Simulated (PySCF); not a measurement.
Bi(Me)2(OMe), C3H9BiO, SMILES C[O][Bi]([CH3])[CH3], singlet at its PBE0/def2-SVP optimised geometry (Å):

```
14

Bi    -0.7710    -0.8387     0.0000
C     -0.8613     1.4345     0.0000
H     -1.8875     1.7644     0.2141
H     -0.5639     1.7925    -0.9973
H     -0.1734     1.8447     0.7521
C      1.5041    -0.8387     0.0000
H      1.8732    -1.8447     0.2440
H      1.8875    -0.1136     0.7310
H      1.8507    -0.5579    -1.0062
O     -1.0360    -1.1163     2.0775
C     -0.3180    -0.3819     3.0106
H     -0.4926     0.7130     2.9488
H     -0.6326    -0.6962     4.0233
H      0.7797    -0.5396     2.9546
```

Method: PySCF with PBE0/def2-TZVP, def2 effective core potentials past Kr. The core electrons that the potentials of Bi replace are not part of the density.

Map of the Laplacian of the electron density (e/bohr⁵) on the plane z = 1.5 Å:

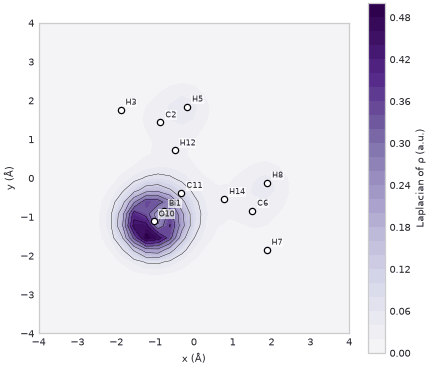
Laplacian of the electron density (e/bohr⁵) on the plane z = 1.5 Å.
